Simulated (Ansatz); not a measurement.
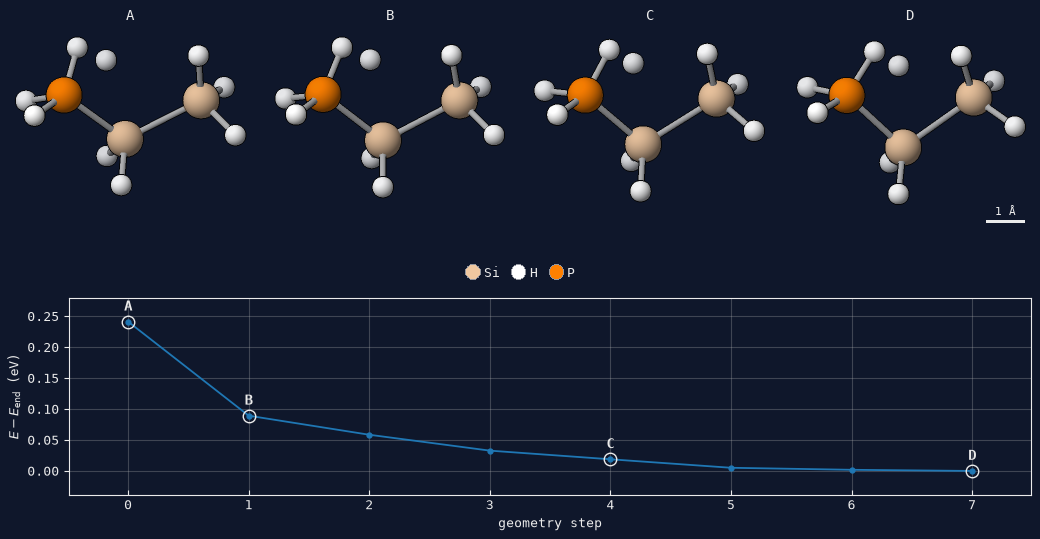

Frames of a constrained relaxation of Si₂PH₉, marked on the history of the run. Style: ball-and-stick. Shown face on.

The reaction that was planned forms Si1–P7, H2–H6 and breaks Si1–H2, H6–P7 (atoms numbered from 1 in input order).

Theory: RKS PBE0-D4/def2-SVP in Ansatz.

Input file:
```yaml
crystal:
  periodic: [false, false, false]
  atoms:
    - {symbol: Si, position_ang: [-0.462100, -0.297800, -0.748500]}
    - {symbol: H, position_ang: [1.691300, 0.228400, -0.163500]}
    - {symbol: H, position_ang: [0.078800, -0.607300, -2.073000]}
    - {symbol: H, position_ang: [-1.901700, -0.074100, -1.049200]}
    - {symbol: Si, position_ang: [-0.189500, -1.678600, 1.084100]}
    - {symbol: H, position_ang: [1.327300, 1.538100, 0.400800]}
    - {symbol: P, position_ang: [0.089200, 1.819000, -0.231700]}
    - {symbol: H, position_ang: [0.222700, -0.963800, 2.292800]}
    - {symbol: H, position_ang: [-1.467900, -2.334000, 1.381000]}
    - {symbol: H, position_ang: [0.773300, -2.745000, 0.818100]}
    - {symbol: H, position_ang: [-0.864000, 2.894000, -0.311500]}
    - {symbol: H, position_ang: [0.702500, 2.221100, -1.399400]}
basis:
  gaussian: {orbitals: def2-SVP}
hamiltonian: {xc: pbe0, dispersion: d4}
relax: {f_tol: 0.04, max_steps: 150, escape_saddle: false, constraints: [{distance: [0, 6]}, {distance: [1, 5]}, {distance: [0, 1]}, {distance: [5, 6]}]}
```

Run as
```bash
ansatz run in.yaml --threads 4 --pin off --events-out ev --progress --plain --max-ram 9574MiB
```

**What happens along the run?**

The energy falls by 0.241 eV in 7 geometry steps. The largest force component goes from 0.81 to 0.027 eV/Å. The atom that moves furthest after the best rigid fit is H6 (0.50 Å). By element the largest moves are H 0.50 Å, Si 0.24 Å, P 0.10 Å. Among the contacts that change: Si5–H9 1.467 → 1.510 Å, P7–H12 1.379 → 1.413 Å, Si5–H8 1.463 → 1.496 Å, Si1–H3 1.464 → 1.490 Å. Among the angles between lasting bonds that change: Si5–Si1–P7 110.6° → 98.8°, Si1–P7–H12 100.9° → 110.1°, H4–Si1–Si5 111.4° → 119.5°. From step 0 to 1: H8 moves most (0.19 Å), energy −0.152 eV. From step 1 to 4: H atoms move most (0.21 Å), energy −0.070 eV. From step 4 to 7: H8 moves most (0.18 Å), energy −0.019 eV.
